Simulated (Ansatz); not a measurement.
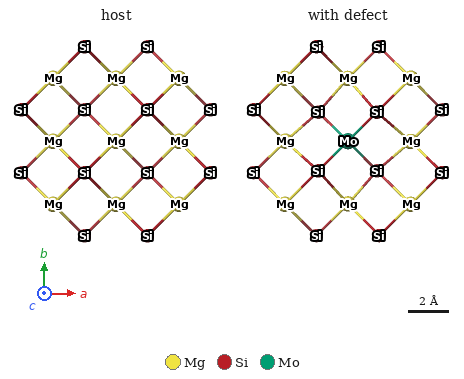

Left: perfect Mg$_{2}$Si. Right: the same region with one point defect, after relaxing the atoms in a supercell of 96 sites. A ball-and-stick model of the atoms within 6.0 Å of one point, in a slice 3.4 Å thick across the line of sight, seen along the c axis.

Method: Ansatz, DFT, PBEsol, PAW, plane waves. Settings: plane-wave cutoff 420 eV; k-point mesh 1 × 1 × 1; mesh shifted by (0.25, 0.25, 0.25); collinear spin. Fermi-Dirac smearing of 0.01 eV. The axes drawn are those of the host's conventional cell.

Which defect is it?

Answer. A magnesium atom is replaced by molybdenum.

The charge state of the cell is 0.

What does the relaxation do around it?

Answer. In the host the Mg atom has 4 Si at 2.74 Å, 6 Mg at 3.16 Å; the Mo atom ends with 4 Si at 2.52 to 2.56 Å. Of the host's atoms, a silicon atom moves furthest from its site, by 0.22 Å. The cell ends without a net magnetic moment.
